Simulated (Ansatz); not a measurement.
The figure comes from a scan of GaP (zinc blende): one Ga atom of a 4-atom cell moves by s along Cartesian [111], with its periodic images. Level of theory: PBE (plane waves to 420 eV, PAW, scalar-relativistic; Ansatz, a program for electronic structure). k mesh 4×8×8 (Γ-centred), Fermi-Dirac smearing 0.05 eV. Energies are smeared free energies. GaP was relaxed with its symmetry unable to fall. The zero of ΔE is the undisplaced structure.

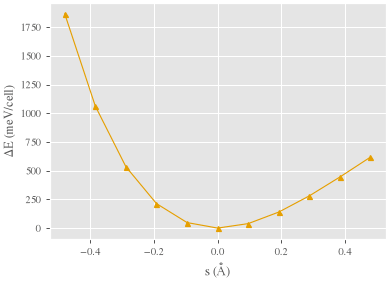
*ΔE (meV/cell) against s (Å); markers are the computed points, lines only join them.*

Read the plotted values off the figure, to the accuracy that the plot allows.

To the nearest 50:

```csv
s (Å),ΔE (meV/cell)
-0.480,1850
-0.384,1050
-0.288,550
-0.192,200
-0.096,50
0.000,0
0.096,50
0.192,150
0.288,300
0.384,450
0.480,600
```

(For displaced atoms, the force is minus the slope of the energy, and its curvature is a force constant, which sets phonon frequencies.)
